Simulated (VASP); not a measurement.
Band structure of IrO2 (rutile). Calculation: PBE GGA with D3 dispersion (zero damping), VASP's PBE PAW potentials (set 64) (plane waves; VASP 6.6.1).

Unless said otherwise, spin-orbit coupling is left out, though it shifts the bands of the heavy elements here.

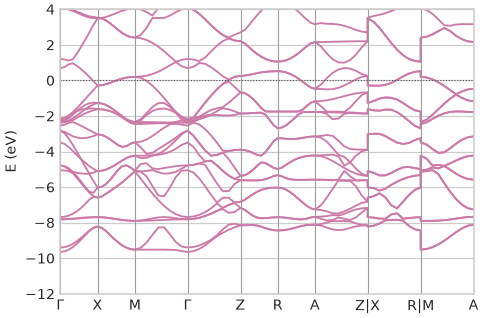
*Bands along high-symmetry lines, zero at the valence-band maximum or, without a gap, the Fermi level*

### Question
Read the plot: is there a gap, and where are the band edges?

### Answer
It has no gap at this level: it comes out as a metal or semimetal. (Edges off the drawn lines would not show.)

The compound is IrO2 in the rutile structure. It was relaxed first.
